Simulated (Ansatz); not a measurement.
## Electronic structure of CHGaN (charge +1) in real space

```xyz
4

C     0.0000    0.0000   -0.1941
Ga    0.0000    0.0000   -2.7391
N     0.0000    0.0000    0.9610
H     0.0000    0.0000    1.9722
```

Geometry: PBE0-D3(BJ)/pcseg-1.

Theory: isolated molecule in a Gaussian basis; Kohn-Sham density functional theory, functional PBE0 (Ansatz 0.2.0).

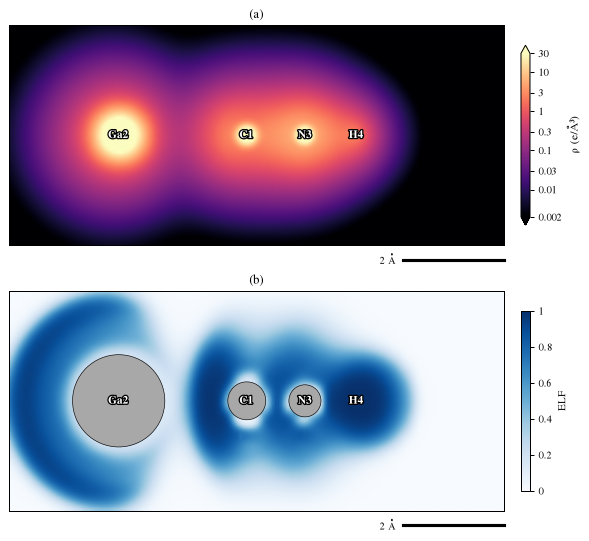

Figure 1. (a) total electron density; (b) ELF on a plane that holds the molecular axis. Grey discs cover the atomic cores in the ELF map.

Question: Interpret the plot.

Answer:
- The plane passes through C, Ga, N and H nuclei.
- C1···Ga2 (2.55 Å): the density falls to about 0.25 e/Å³ on the way; the ELF peaks at about 1 in the valence shell of C, 0.7 Å from its nucleus, and is about 0.40 at the midpoint.
- C–N (1.16 Å): ρ is about 3.6 e/Å³ halfway; the ELF peaks at about 0.85 between the atoms; a short, multiple covalent bond.
- N–H (1.01 Å): ρ is about 3 e/Å³ halfway; the ELF climbs to about 1 towards the hydrogen, as it does in any bond to H: a covalent bond by its length.

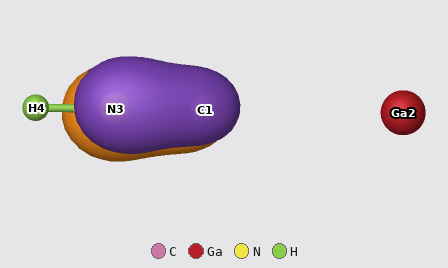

Figure 2. The HOMO−1 at ±0.3 Å⁻³ᐟ² (orange and purple are the two phases), seen from one side.

Question: Describe this orbital and give its energy.

Answer: It lies mainly on N3 (about 60 %) and C1 (about 35 %); π-bonding across N3–C1. It is one of a degenerate set, so its orientation is arbitrary. Its energy is −16.31 eV.

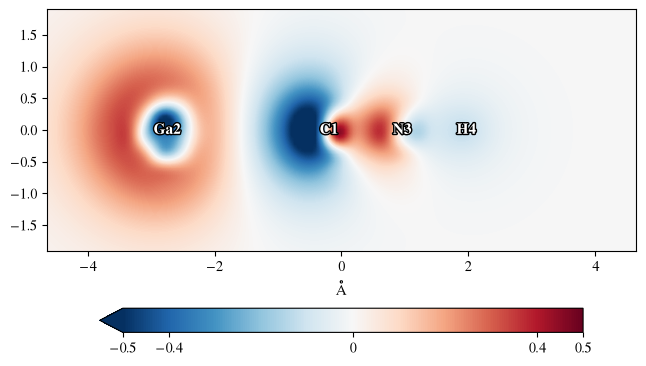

Figure 3. The HOMO on a plane that holds the molecular axis (values in Å⁻³ᐟ²; the overall sign is arbitrary).

Question: What is the character of this orbital?

Answer: It lies mainly on Ga2 (about 70 %) and C1 (about 25 %); it is of σ type. Its energy is −13.91 eV.
